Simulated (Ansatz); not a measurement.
# CH3BClFO (methoxychlorofluoroborane) at CCSD/cc-pVDZ

Aim: the vertical ionisation energy of CH3BClFO (methoxychlorofluoroborane) at CCSD/cc-pVDZ, from 2 runs. 

The results are computed with Ansatz 0.2.0.

134 further runs of the same task are left out: 134 set aside as unsound or not needed. Runs told in other sessions of the task aren't counted.

## (1) The system as given

CH3BClFO has 8 atoms, charge 0, and is taken as a singlet. SMILES: `COB(F)Cl`. The shape is that of a PBE0-D4/def2-TZVP optimisation. This is one conformer, not always the lowest.

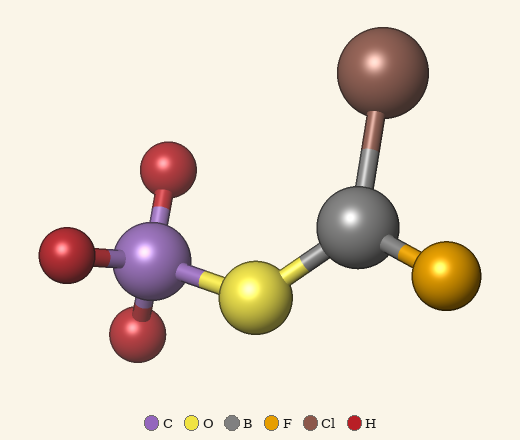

The structure, seen from a chosen angle (carbon purple, oxygen yellow, boron grey, fluorine amber, chlorine brown, hydrogen red).

## (2) The energy at CCSD/cc-pVDZ

The input, job.yaml:

```yaml
basis:
  gaussian:
    orbitals: cc-pVDZ
crystal:
  periodic: [false, false, false]
  atoms:
    - {symbol: C, position_ang: [0.662000, -0.415400, 0.804600]}
    - {symbol: O, position_ang: [-0.122300, -0.654500, -0.347500]}
    - {symbol: B, position_ang: [-0.782400, 0.264900, -1.051400]}
    - {symbol: F, position_ang: [-1.466600, -0.129900, -2.108800]}
    - {symbol: Cl, position_ang: [-0.801800, 1.985600, -0.658500]}
    - {symbol: H, position_ang: [1.700600, -0.658800, 0.576000]}
    - {symbol: H, position_ang: [0.308900, -1.072800, 1.599700]}
    - {symbol: H, position_ang: [0.593700, 0.623700, 1.130000]}
correlation:
  method: ccsd
  frozen_orbitals: {B: 1, C: 1, Cl: 5, F: 1, H: 0, O: 1}
accuracy: high
scf:
  omitted_lower_state_checks: [cluster_reference, increment]
```

On the command line:

```
$ ansatz run job.yaml --threads 1 --pin off --max-ram 3480MiB --events-out events.jsonl --progress --plain --runs-dir runs
```

What it wrote (excerpt; [...] marks lines left out):

```text
Warning: RAYON_NUM_THREADS=1 ignored (pool sized by the plan → 1); use --threads N
Functional definition: HF
  name "HF"
[...]
2055 factors; integrals over basis functions are off by at most 3.5e-9 eV
[...]
mean field -19000.89114428 eV, -698.2698702857 hartree, gradient 1.1e-8 eV, S^2 0.000000; 0 other end points of the search recorded, 0 dependent functions left out
9 core orbitals not correlated: weight in the atoms' cores, before any rotation towards them, 1.000 or more for the frozen orbitals, at most 0.000 for the correlated occupied ones
reference -19000.89114428 eV, -698.2698702857 hartree; 15, 15 occupied and 65, 65 virtual orbitals, 2055 factors
second order -19.72799265 eV of doubles, -0.00000000 eV of singles
cycle   1  -20.12497272 eV  change   -4.0e-1 eV  update   9.7e-2
[...]
cycle  19  -20.66036308 eV  change   8.3e-10 eV  update   2.4e-9
Total energy: -19021.55150736 eV, -699.0291246248 hartree
Checks for a lower state left out: cluster_reference, increment
```

Wall time 14 s (1 thread of Arm Neoverse V2, shared host); peak memory 0.56 GiB.

## (3) The doublet cation at the same level

The input, molecule.yaml:

```yaml
crystal:
  periodic: [false, false, false]
  atoms:
    - {symbol: C, position_ang: [0.662000, -0.415400, 0.804600]}
    - {symbol: O, position_ang: [-0.122300, -0.654500, -0.347500]}
    - {symbol: B, position_ang: [-0.782400, 0.264900, -1.051400]}
    - {symbol: F, position_ang: [-1.466600, -0.129900, -2.108800]}
    - {symbol: Cl, position_ang: [-0.801800, 1.985600, -0.658500]}
    - {symbol: H, position_ang: [1.700600, -0.658800, 0.576000]}
    - {symbol: H, position_ang: [0.308900, -1.072800, 1.599700]}
    - {symbol: H, position_ang: [0.593700, 0.623700, 1.130000]}
basis:
  gaussian: {orbitals: cc-pVDZ}
total_charge: 1
magnetization: {spin_polarized: true, initial_magnetization: 1}
correlation: {method: ccsd, frozen_orbitals: {B: 1, C: 1, Cl: 5, F: 1, H: 0, O: 1}}
accuracy: high
scf: {omitted_lower_state_checks: [cluster_reference, increment]}
```

On the command line:

```
$ ansatz run molecule.yaml --threads 1 --pin off --max-ram 3480MiB --events-out events.jsonl --progress --plain --runs-dir runs
```

What it wrote (excerpt; [...] marks lines left out):

```text
Warning: RAYON_NUM_THREADS=1 ignored (pool sized by the plan → 1); use --threads N
Functional definition: HF
  name "HF"
[...]
2054 factors; integrals over basis functions are off by at most 3.5e-9 eV
[...]
mean field -18989.75871090 eV, -697.8607609050 hartree, gradient 2.8e-8 eV, S^2 0.763356; 13 other end points of the search recorded, 0 dependent functions left out
9 core orbitals not correlated: weight in the atoms' cores, before any rotation towards them, 1.000 or more for the frozen orbitals, at most 0.000 for the correlated occupied ones
reference -18989.75871090 eV, -697.8607609050 hartree; 15, 14 occupied and 65, 66 virtual orbitals, 2054 factors
second order -18.64510935 eV of doubles, -0.00000000 eV of singles
cycle   1  -19.22316316 eV  change   -5.8e-1 eV  update   1.3e-1
[...]
cycle  46  -20.04668861 eV  change  -4.1e-10 eV  update   3.2e-9
Total energy: -19009.80539952 eV, -698.5974631233 hartree
Checks for a lower state left out: cluster_reference, increment
```

Run time: 1.7 min. Hardware: 1 thread of Arm Neoverse V2, shared host; peak memory 1.1 GiB.

## (4) Outcome

Level: CCSD/cc-pVDZ, 9 core orbitals frozen.

| quantity | value |
| --- | --- |
| singlet CH3BClFO: total energy | -699.02912 Eh |
| singlet CH3BClFO: correlation energy (9 core orbitals frozen) | -759.3 mEh |
| singlet CH3BClFO: T1 diagnostic | 0.012 |
| doublet cation: total energy | -698.59746 Eh |
| doublet cation: correlation energy (9 core orbitals frozen) | -736.7 mEh |
| doublet cation: ⟨S²⟩ of the reference determinant | 0.763 |
| doublet cation: T1 diagnostic | 0.050 |
| vertical ionisation energy (to the doublet cation) | 11.746 eV |

In words: Removing an electron at fixed nuclei costs 11.75 eV (1133 kJ/mol). The T1 diagnostic (doublet cation) of 0.050 is above the customary mark for such species, so a single reference may not serve.
